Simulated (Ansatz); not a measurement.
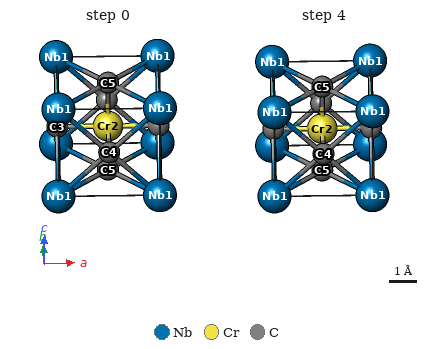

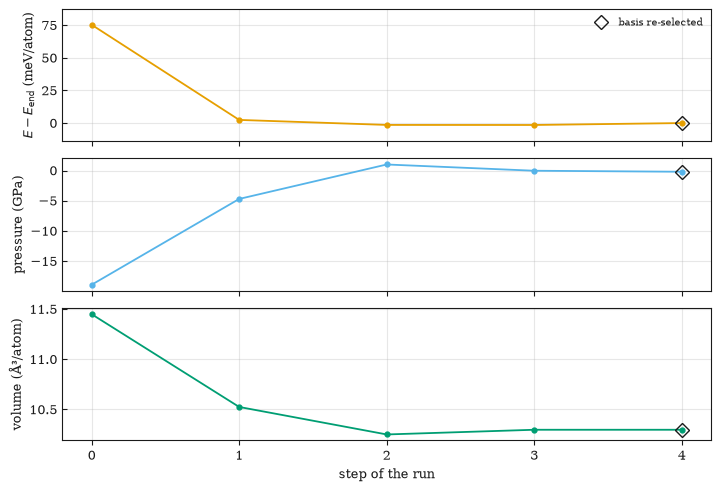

First and last geometry of a relaxation of a crystal of NbCrC₃ (a generated structure, set up in Pm-3m) (coarse preliminary run), with the history of the run. Style: ball-and-stick. Shown: the cell of the calculation, from a free direction.

These are results of Ansatz, DFT PBE, scalar-relativistic, plane waves, PAW, not measurements.

Input file:
```yaml
crystal:
  lattice:
    - [3.85400379, 0.0, 0.0]
    - [0.0, 3.85400379, 0.0]
    - [0.0, 0.0, 3.85400379]
  atoms:
    - { symbol: Nb, position: [0.0, 0.0, 0.0] }
    - { symbol: Cr, position: [0.5, 0.5, 0.5], spin: 3.0 }
    - { symbol: C, position: [0.0, 0.5, 0.5] }
    - { symbol: C, position: [0.5, 0.0, 0.5] }
    - { symbol: C, position: [0.5, 0.5, 0.0] }
basis:
  ecutwfc: 420
kpoints:
  mp_grid: { grid: [4, 4, 4] }
hamiltonian:
  xc: pbe
scf:
  occupations: { method: gaussian, width: 0.1 }
  lower_state_search: "off"
output:
  forces: true
  stress: true
  eigenvalues: true
  populations: true
magnetization:
  spin_polarized: true
relax:
  adjacent_minimum: "off"
  f_tol: 0.04
  max_steps: 70
  cell: { stress_tol: 0.4 }
```

Run as
```bash
ansatz run input.yaml --threads 1 --pin off --max-ram 2560MiB --backend cpu --events-out ev --progress --plain --runs-dir out
```

**Read the history and describe the run.**

It converged. After 3 accepted moves (4 points after the start) the energy has fallen by 75.4 meV per atom. All forces vanish by symmetry, so only the cell relaxes. The pressure goes from −18.90 to −0.21 GPa. At 1 point the geometry stayed and the basis and grid were re-selected for the new cell (energy shift of 1.5 meV per atom at most each time). The atoms keep their places relative to the cell (all moves are under 0.005 Å). The drawn cell changes as follows: a = b = c 3.854 → 3.720 Å (−3.5 %); the volume changes by −10.1 %. Near-neighbour distances that change, for instance: Nb1–C3 2.725 → 2.631 Å, Cr2–C3 1.927 → 1.860 Å. The space group stays Pm-3m (No. 221). The program noted that the starting moments weren't kept.

Limits of the set-up: the k-point mesh is coarse for a cell with partly filled bands.
